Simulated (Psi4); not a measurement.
# CHFO (formyl fluoride) at PBE0/6-31G(d) (spherical functions, ints tolerance 1e-10, sweep point 5)

Aim: the vertical ionisation energy of CHFO (formyl fluoride) at PBE0/6-31G* (spherical functions, ints tolerance 1e-10, sweep point 5), from 2 runs. 

The calculation is run with Psi4 1.11.

4 further runs of the same task are left out: 4 set aside as unsound or not needed.

## Step 1: The molecule

CHFO: 4 atoms, total charge 0, spin state singlet. As SMILES, `O=CF`. The coordinates come from a GFN2-xTB relaxation.

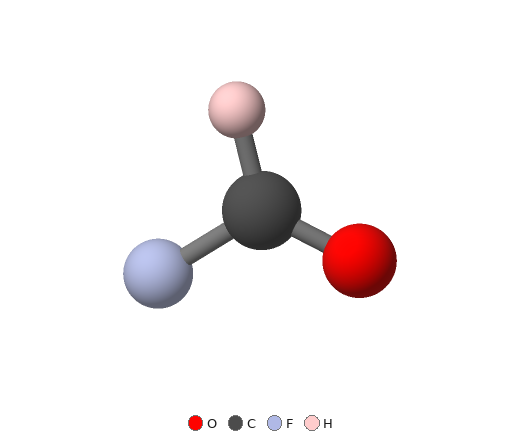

Viewed from a chosen angle; oxygen red, carbon dark grey, fluorine light blue, hydrogen pink.

## Step 2: The energy at PBE0/6-31G(d) (spherical functions, ints tolerance 1e-10, sweep point 5)

job.inp

```
memory 1600 mb

molecule {
  0 1
  O     -0.889680     0.196020     0.829980
  C     -0.049740     0.073340     0.022930
  F      0.584370    -1.090860    -0.181350
  H      0.355050     0.821510    -0.671560
  units angstrom
  symmetry c1
}

set globals {
  reference            rks
  puream               true
  scf_type             direct
  dft_radial_points    99
  dft_spherical_points 590
  ints_tolerance       1e-10
  maxiter              60
}

energy('pbe0/6-31G*')
```

The run is started by

```console
$ psi4 -i job.inp -o job.out -n 1
```

job.out:

```text
[...]
  Running in c1 symmetry.
[...]
  Nuclear repulsion =   67.642179664515808
[...]
  Multiplicity = 1
[...]
  Nalpha       = 12
  Nbeta        = 12
[...]
    Number of basis functions: 44
[...]
   @DF-RKS iter   1:  -213.44058308857350   -2.59045e-01   1.17811e-02 DIIS/ADIIS
[...]
   @RKS iter  12:  -213.54229048581857   -2.33808e-09   5.58255e-07 DIIS
[...]
    Orbital Energies [Eh]
    ---------------------
    Doubly Occupied:
       1A    -24.812396     2A    -19.256382     3A    -10.403862
       4A     -1.285650     5A     -1.121413     6A     -0.679975
       7A     -0.581958     8A     -0.517628     9A     -0.513267
      10A     -0.425762    11A     -0.401524    12A     -0.337660
[...]
  @RKS Final Energy:  -213.54229048581857
   => Energetics <=
    Nuclear Repulsion Energy =             67.6421796645158082
    One-Electron Energy =                -428.3803892298548135
    Two-Electron Energy =                 165.8647510713943518
    DFT Exchange-Correlation Energy =     -18.6688319918739154
    Empirical Dispersion Energy =           0.0000000000000000
    VV10 Nonlocal Energy =                  0.0000000000000000
    Total Energy =                       -213.5422904858185689
[...]
 Multipole Moments:
 ------------------------------------------------------------------------------------
     Multipole            Electronic (a.u.)      Nuclear  (a.u.)        Total (a.u.)
 ------------------------------------------------------------------------------------
 L = 1.  Multiply by 2.5417464519 to convert [e a0] to [Debye]
 Dipole X            :          0.6393356           -0.2227700            0.4165655
 Dipole Y            :         -1.4306127            1.7997926            0.3691799
 Dipole Z            :         -0.1085639           -0.4542896           -0.5628535
 Magnitude           :                                                    0.7915963
[...]
```

It took 4.5 s on 1 thread of Intel Xeon 6975P-C (Granite Rapids), shared host; peak memory 0.48 GiB.

## Step 3: The doublet cation at the same level

chfo.in

```
memory 1600 mb

molecule m {
  1 2
  O     -0.889680     0.196020     0.829980
  C     -0.049740     0.073340     0.022930
  F      0.584370    -1.090860    -0.181350
  H      0.355050     0.821510    -0.671560
  units angstrom
  symmetry c1
}

set reference uks
set puream true
set scf_type direct
set dft_radial_points 99
set dft_spherical_points 590
set ints_tolerance 1e-10
set maxiter 150

energy('pbe0/6-31G*')
print_variables()
```

The run is started by

```console
$ psi4 -i chfo.in -o chfo.out -n 1
```

chfo.out:

```text
[...]
  Running in c1 symmetry.
[...]
  Nuclear repulsion =   67.642179664515808
[...]
  Multiplicity = 2
[...]
  Nalpha       = 12
  Nbeta        = 11
[...]
    Number of basis functions: 44
[...]
   @DF-UKS iter   1:  -213.04231178732709    1.39227e-01   6.42656e-03 ADIIS/DIIS
[...]
   @UKS iter  15:  -213.08875631014888   -4.58962e-09   4.63014e-07 DIIS
[...]
   @S^2 Observed:                7.571653966E-01
[...]
    Orbital Energies [Eh]
    ---------------------
    Alpha Occupied:
       1A    -25.165335     2A    -19.737291     3A    -10.772762
       4A     -1.636358     5A     -1.560575     6A     -1.028127
       7A     -0.957905     8A     -0.915912     9A     -0.875742
      10A     -0.791076    11A     -0.773092    12A     -0.756483
    Alpha Virtual:
      13A     -0.369647    14A     -0.171671    15A     -0.122826
      16A     -0.034453    17A      0.193717    18A      0.206886
      19A      0.319802    20A      0.380672    21A      0.510900
      22A      0.555762    23A      0.618089    24A      0.682489
      25A      0.898370    26A      0.929668    27A      1.017857
[...]
  @UKS Final Energy:  -213.08875631014888
   => Energetics <=
    Nuclear Repulsion Energy =             67.6421796645158082
    One-Electron Energy =                -419.4513084312670799
    Two-Electron Energy =                 157.0641120156960824
    DFT Exchange-Correlation Energy =     -18.3437395590937129
    Empirical Dispersion Energy =           0.0000000000000000
    VV10 Nonlocal Energy =                  0.0000000000000000
    Total Energy =                       -213.0887563101488809
[...]
 Multipole Moments:
 ------------------------------------------------------------------------------------
     Multipole            Electronic (a.u.)      Nuclear  (a.u.)        Total (a.u.)
 ------------------------------------------------------------------------------------
 L = 1.  Multiply by 2.5417464519 to convert [e a0] to [Debye]
 Dipole X            :          0.2306456           -0.2227700            0.0078756
 Dipole Y            :         -0.7504474            1.7997926            1.0493452
 Dipole Z            :          0.0495497           -0.4542896           -0.4047398
 Magnitude           :                                                    1.1247229
[...]
```

Wall time 7.2 s (1 thread of Intel Xeon 6975P-C (Granite Rapids), shared host); peak memory 0.48 GiB.

## Step 4: Summary of results

Level: PBE0/6-31G* (spherical functions, ints tolerance 1e-10, sweep point 5).

| quantity | value |
| --- | --- |
| singlet CHFO: total energy | -213.54229 Eh |
| singlet CHFO: dipole moment | 2.01 D |
| singlet CHFO: HOMO energy | -9.19 eV |
| singlet CHFO: LUMO energy | -0.38 eV |
| singlet CHFO: HOMO–LUMO gap | 8.81 eV |
| doublet cation: total energy | -213.08876 Eh |
| doublet cation: HOMO energy (highest over α and β) | -20.49 eV |
| doublet cation: LUMO energy (lowest over α and β) | -15.43 eV |
| doublet cation: ⟨S²⟩ | 0.757 |
| vertical ionisation energy (to the doublet cation) | 12.341 eV |

What this shows: Removing an electron at fixed nuclei costs 12.34 eV (285 kcal/mol). −ε(HOMO) before ionisation, 9.19 eV, is 3.15 eV below this ionisation energy.
